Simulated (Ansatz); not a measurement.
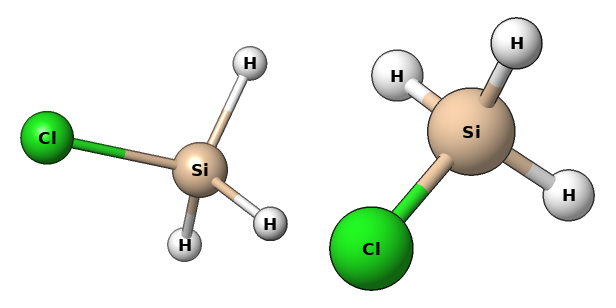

Two views of one molecule.

What is the molecular formula?

ClH₃Si, 5 atoms: 1 chlorine, 3 hydrogen and 1 silicon.

What is the point group of this geometry?

C3v.

More results for the same structure follow; atom numbers are the same in all pictures, views and colours differ. The geometry was computed by an optimisation with PBE0-D4/def2-TZVP.

## Vibrations

Harmonic vibrations computed with RKS PBE0-D4/def2-TZVP (Ansatz 0.2.0) at a stationary point of the same level.

List the wavenumbers.

9 modes: 552, 656, 656, 944, 947, 947, 2249, 2261, 2261 cm⁻¹.

## Thermal motion

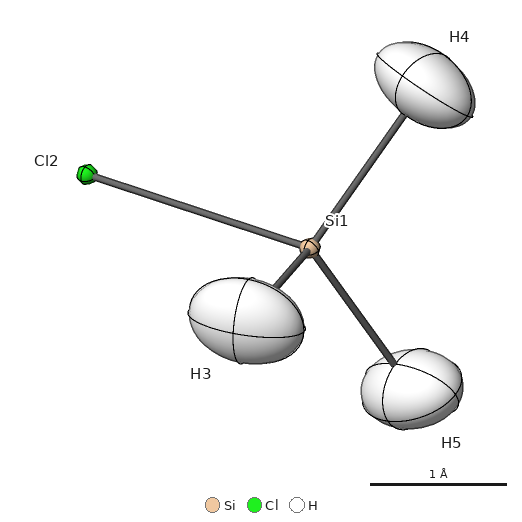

Displacement ellipsoids at the 50 % level, enlarged 2 times, from the internal vibrations of the free molecule (harmonic, no overall translation or rotation; no half-axis is drawn under 0.075 Å). Vibrations computed with RKS PBE0-D4/def2-TZVP (Ansatz 0.2.0). Temperature: 0 K (zero-point motion alone).

Which atom moves most?

H3, H4, H5, with U_eq = 0.0132 Å².

Does H5 move more along its bond or across it?

Across it: the root-mean-square amplitude is 0.085 Å along the bond and up to 0.146 Å across, since bending and torsion are softer than stretching.

Give the displacement parameters, one line for each set of equivalent atoms.

| atom | U_eq (Å²) | rms amplitudes (Å) |
| --- | --- | --- |
| Si1 | 0.00027 | 0.010, 0.010, 0.024 |
| Cl2 | 0.00014 | 0.004, 0.004, 0.020 |
| H3, H4, H5 | 0.0132 | 0.085, 0.106, 0.146 |

## Electronic properties

Level of theory: RKS PBE0-D4/def2-TZVPP (Ansatz 0.2.0).

Give the HOMO–LUMO gap at this level.

8.94 eV.

What is the HOMO energy (Kohn–Sham orbital)?

−9.03 eV.
